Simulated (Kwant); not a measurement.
Model system: quantum point contact (saddle potential) in a InAs two-dimensional gas. Effective mass 0.023 mₑ, grid spacing 12 nm, hard walls, nominal width 300 nm (25 grid rows, so walls 312 nm apart), one parabolic valley, scattering region 900 nm long along x; energies count from the band bottom; Fermi energy swept from 9.0829e-05 to 0.001482 eV. Potential (V0 + ½k y²) cos²(πx/L) for |x| < L/2, with V0 = 0.00057 eV, k = 5.3e-07 eV/nm², L = 360 nm.

Constants are typed, rounded textbook-type inputs, not results; the design itself was drawn at random and stands for no fabricated device.

Kwant, effective-mass tight-binding model on a square grid, one spin, coherent transport at 0 K. Conductance is in e²/h.

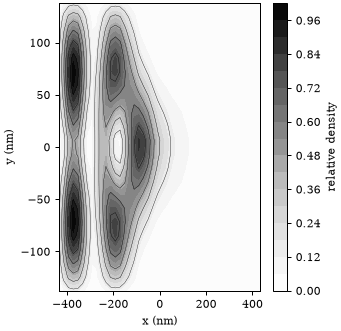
Fig. 1. Density of the scattering states that come in from the left lead, at energy = 0.0011392 eV, in bins, relative to the largest site value

The conductance there is 0.31 e²/h with 2 open channel(s) in the leads.
